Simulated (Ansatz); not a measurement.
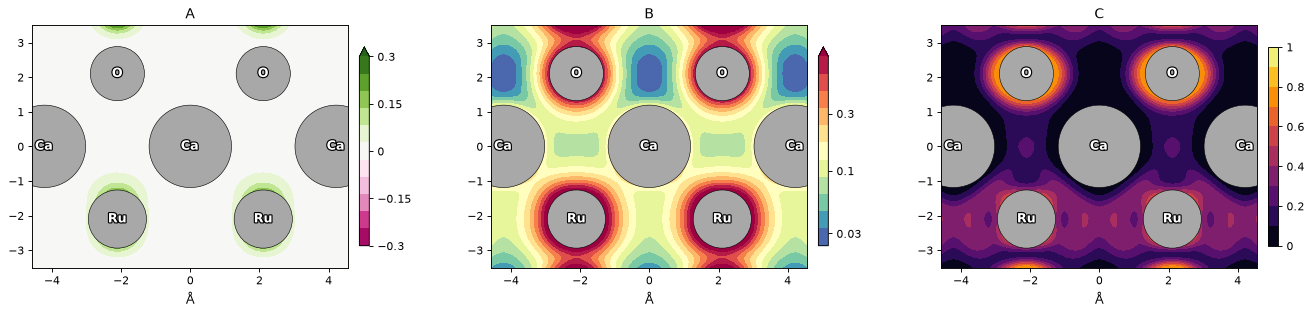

CaRuO: 3 fields on the (110) plane of the conventional cell, with unlabelled colour scales. Grey discs cover the atomic cores.

Space group P-6m2; a structure generated by program, which may or may not match a known phase; spin-polarised.

The calculation used DFT PBE, scalar-relativistic, plane waves, PAW (Ansatz).

### The panels show electron localisation function, spin density and valence pseudo-density in some order. Assign them.

Panel A: spin density (confined to the magnetic sites and close to zero elsewhere). Panel B: valence pseudo-density. Panel C: electron localisation function. From the grid: Ca–O (2.98 Å): the density is about 0.1 e/Å³ at the midpoint; the ELF is about 0.05 at the midpoint: no localised pair shows between them.
